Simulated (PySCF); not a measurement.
**What a change does: NMR shielding calculation on C5H5Cl**

System: C5H5Cl.
Method of the first run: GIAO PBE0/cc-pVDZ NMR shielding, non-relativistic, gas phase (PySCF 2.14.0).

The geometry comes from this level: PBE0-D3(BJ)/def2-SVP. Text and figures count atoms from 1; the logs count them from 0 in places.

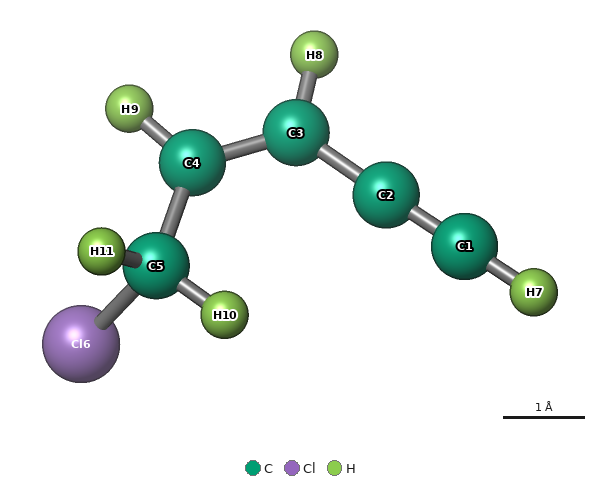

Figure 1. The structure (ball-and-stick view, seen at a tilt; atoms are numbered from 1 in the order of the input).

### Input, the first run
```
{"job": {"kind": "nmr", "xc": "PBE0", "basis": "cc-pVDZ", "pop": true}, "charge": 0, "multiplicity": 1}
C      2.125582    -0.838589    -1.117227
C      1.500794    -0.152671    -0.333577
C      0.798093     0.667336     0.592427
C     -0.534406     0.649489     0.777372
C     -1.475619    -0.231588     0.041752
Cl    -2.668981     0.750560    -0.877545
H      2.676186    -1.444575    -1.812446
H      1.405920     1.353693     1.191643
H     -0.972651     1.329577     1.513662
H     -0.951893    -0.875523    -0.676135
H     -2.060246    -0.857979     0.730632
```

The first line tells a small driver script what to run in PySCF; the rest is the geometry in Å.

Hardware: 1 CPU thread, shared host.

### Output (the first run)
```
coarse grid: 10160 points
cycle   1  E = -653.2297968000  dE =  7.115e-01  |g| = 3.128e-01  |ddm| = 6.556e+00
cycle   2  E = -653.2371679886  dE = -7.371e-03  |g| = 2.770e-01  |ddm| = 1.280e+00
cycle   3  E = -653.2576654865  dE = -2.050e-02  |g| = 7.613e-02  |ddm| = 6.196e-01
cycle   4  E = -653.2590621726  dE = -1.397e-03  |g| = 3.173e-02  |ddm| = 1.528e-01
cycle   5  E = -653.2592956366  dE = -2.335e-04  |g| = 1.237e-02  |ddm| = 5.360e-02
cycle   6  E = -653.2593289332  dE = -3.330e-05  |g| = 4.404e-03  |ddm| = 2.040e-02
cycle   7  E = -653.2593336883  dE = -4.755e-06  |g| = 1.074e-03  |ddm| = 6.538e-03
final grid: 94648 points
cycle   8  E = -653.2754484797  dE = -1.942e-05  |g| = 5.621e-03  |ddm| = 5.427e-02
cycle   9  E = -653.2754456854  dE =  2.794e-06  |g| = 6.616e-03  |ddm| = 2.266e-02
cycle  10  E = -653.2754568028  dE = -1.112e-05  |g| = 1.547e-03  |ddm| = 1.189e-02
cycle  11  E = -653.2754574684  dE = -6.656e-07  |g| = 2.118e-04  |ddm| = 2.650e-03
cycle  12  E = -653.2754574794  dE = -1.094e-08  |g| = 7.883e-05  |ddm| = 4.617e-04
cycle  13  E = -653.2754574806  dE = -1.202e-09  |g| = 3.943e-05  |ddm| = 1.491e-04
cycle  14  E = -653.2754574810  dE = -3.702e-10  |g| = 1.292e-05  |ddm| = 6.281e-05
converged SCF energy = -653.2754574810

GIAO shielding tensors (ppm)
atom      isotropic    diamagn.    paramagn.     s11        s22        s33       span
  0 C      107.575     268.177    -160.602     55.865     68.678    198.182    142.317
  1 C      121.456     246.713    -125.256     30.405     36.474    297.490    267.085
  2 C       83.904     257.661    -173.756    -10.710     96.137    166.286    176.995
  3 C       53.131     252.646    -199.515    -65.958     62.876    162.476    228.434
  4 C      151.189     245.565     -94.376    125.654    148.755    179.160     53.506
  5 Cl     864.223    1145.242    -281.019    701.121    796.654   1094.895    393.774
  6 H       28.037      34.046      -6.009     24.407     25.024     34.680     10.273
  7 H       25.723      28.264      -2.541     22.317     26.491     28.363      6.045
  8 H       25.225      29.588      -4.364     22.297     24.567     28.810      6.513
  9 H       26.774      30.619      -3.845     21.752     25.421     33.148     11.396
 10 H       27.535      28.094      -0.559     22.130     26.757     33.717     11.588
```

The second run used a changed input.

### The two runs side by side

| quantity | the first run | the second run |
| --- | --- | --- |
| outcome | converged | converged |
| total energy (hartree) | −653.275457 | −652.310180 |
| HOMO (eV) | −7.16 | −7.42 |
| LUMO (eV) | −1.22 | −1.36 |
| dipole moment (D) | 1.81 | 2.22 |
| shielding of C1 (ppm) | 107.6 | 90.8 |
| shielding of C2 (ppm) | 121.5 | 108.1 |
| shielding of C3 (ppm) | 83.9 | 69.1 |
| shielding of C4 (ppm) | 53.1 | 39.9 |
| shielding of C5 (ppm) | 151.2 | 145.4 |
| shielding of Cl6 (ppm) | 864.2 | 872.2 |
| shielding of H9 (ppm) | 25.2 | 26.8 |
| SCF iterations | 14 | 14 |
| basis functions | 113 | 68 |
| wall time (shared host) | 19 s | 9.5 s |

Which change of the input explains these differences?

The change (lines with − go, lines with + come):
```diff
-"basis": "cc-pVDZ"
+"basis": "pcSseg-0"
```

The total energy of the second run is 605.7 kcal/mol higher, which measures the change of basis and not a stability. The HOMO goes from −7.16 to −7.42 eV. The LUMO goes from −1.22 to −1.36 eV. The dipole moment goes from 1.81 to 2.22 D. Of all shieldings, the largest change is that of C1, by −16.8 ppm. The number of SCF iterations is the same. The basis functions go from 113 to 68.

### Output (the second run)
```
coarse grid: 10160 points
cycle   1  E = -652.2657698474  dE =  5.969e-01  |g| = 2.505e-01  |ddm| = 3.564e+00
cycle   2  E = -652.2670166059  dE = -1.247e-03  |g| = 2.708e-01  |ddm| = 8.465e-01
cycle   3  E = -652.2856983705  dE = -1.868e-02  |g| = 6.297e-02  |ddm| = 3.820e-01
cycle   4  E = -652.2864661417  dE = -7.678e-04  |g| = 3.559e-02  |ddm| = 9.242e-02
cycle   5  E = -652.2867616185  dE = -2.955e-04  |g| = 1.226e-02  |ddm| = 3.660e-02
cycle   6  E = -652.2867954020  dE = -3.378e-05  |g| = 3.875e-03  |ddm| = 1.301e-02
cycle   7  E = -652.2867991736  dE = -3.772e-06  |g| = 7.004e-04  |ddm| = 4.393e-03
final grid: 94648 points
cycle   8  E = -652.3101761999  dE = -1.642e-05  |g| = 3.561e-03  |ddm| = 1.989e-02
cycle   9  E = -652.3101755608  dE =  6.390e-07  |g| = 3.917e-03  |ddm| = 7.643e-03
cycle  10  E = -652.3101792844  dE = -3.724e-06  |g| = 1.038e-03  |ddm| = 4.818e-03
cycle  11  E = -652.3101795664  dE = -2.821e-07  |g| = 1.741e-04  |ddm| = 1.239e-03
cycle  12  E = -652.3101795724  dE = -5.953e-09  |g| = 9.258e-05  |ddm| = 2.662e-04
cycle  13  E = -652.3101795742  dE = -1.859e-09  |g| = 4.006e-05  |ddm| = 1.038e-04
cycle  14  E = -652.3101795747  dE = -4.144e-10  |g| = 2.983e-06  |ddm| = 3.893e-05
converged SCF energy = -652.3101795747

GIAO shielding tensors (ppm)
atom      isotropic    diamagn.    paramagn.     s11        s22        s33       span
  0 C       90.805     270.468    -179.663     31.970     47.310    193.135    161.165
  1 C      108.123     280.032    -171.909      7.515     16.222    300.632    293.116
  2 C       69.069     254.896    -185.827    -39.220     81.833    164.595    203.816
  3 C       39.867     257.971    -218.104    -90.884     48.566    161.919    252.803
  4 C      145.415     248.992    -103.577    116.437    145.072    174.737     58.300
  5 Cl     872.158    1144.509    -272.351    702.441    817.594   1096.439    393.997
  6 H       29.220      29.214       0.005     25.839     26.381     35.438      9.600
  7 H       27.167      26.494       0.673     24.082     27.922     29.497      5.415
  8 H       26.846      29.542      -2.695     24.620     26.310     29.609      4.989
  9 H       28.376      30.586      -2.210     22.768     27.884     34.477     11.709
 10 H       29.012      30.228      -1.216     23.195     28.360     35.482     12.287
```
